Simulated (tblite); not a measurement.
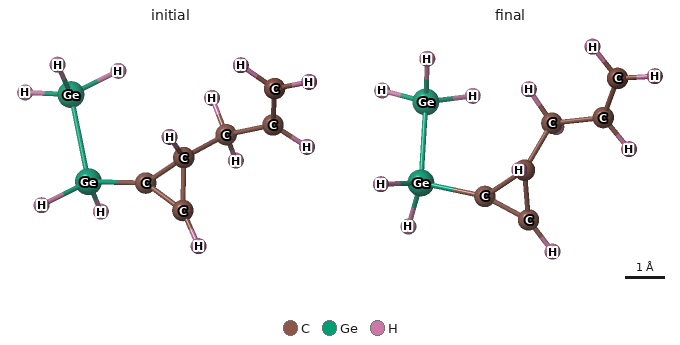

The structure of C$_{6}$H$_{12}$Ge$_{2}$ before (left) and after (right) a relaxation, at one scale.

A ball-and-stick model, seen at a tilt.

Theory: GFN2-xTB geometry optimisation, gas phase in tblite. 

### Describe what moved and what it gained.

After 195 geometry steps the energy has fallen by 32.3 kcal/mol. The largest move after the best rigid fit is that of an H atom, 1.36 Å. By element the largest moves are H 1.36 Å, C 0.80 Å, Ge 0.50 Å. Some distances before and after: C–C 1.454 → 1.308 Å, C–C 1.402 → 1.517 Å, C–C 1.392 → 1.487 Å, Ge–H 1.551 → 1.498 Å. Bond angles that change, for instance: C–C–C 62.7° → 51.6°, C–C–Ge 150.4° → 140.2°, C–C–H 120.5° → 113.3°. Groups turn about C–Ge by about 60°, C–C by about 50°.
